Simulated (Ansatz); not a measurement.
## Al, response to strain

Start from Al in the fcc (Cu type) structure (space group Fm-3m, No. 225).

```
CELL_PARAMETERS angstrom
      0.00000     2.00717     2.00717
      2.00717     0.00000     2.00717
      2.00717     2.00717     0.00000
ATOMIC_POSITIONS crystal
  Al 0.00000 0.00000 0.00000
```

Cartesian axes are those of the cell as printed.

Strains are applied to the cell and any free atomic positions relax; under biaxial strain the out-of-plane vector relaxes too.

Level of theory: Ansatz (a quantum-chemistry and plane-wave program) PBEsol, no spin-orbit coupling.

Notes on the quantities. pressure: mean of the normal stresses, compression positive.

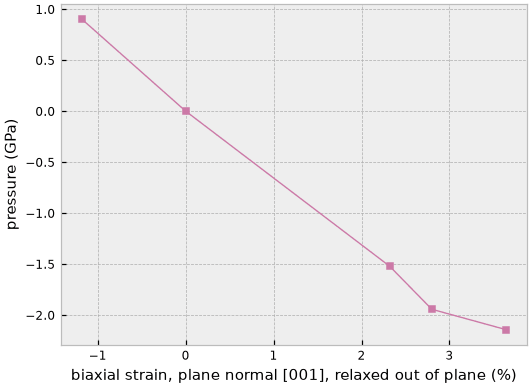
Figure: Pressure against biaxial strain, plane normal [001], relaxed out of plane

Q: From the plot, what is the pressure for biaxial strain +2.80 %, plane normal [001], relaxed out of plane?

A: About -1.9 GPa.

Q: Is the trend monotonic over the range shown?

A: Yes, it falls throughout, spanning -2.1 GPa to 0.9 GPa.

Without a gap, meshes like the base's 20×20×20 leave anisotropic stresses uncertain by several tenths of a GPa, and small strain energies with them. No phonon test of stability was made.
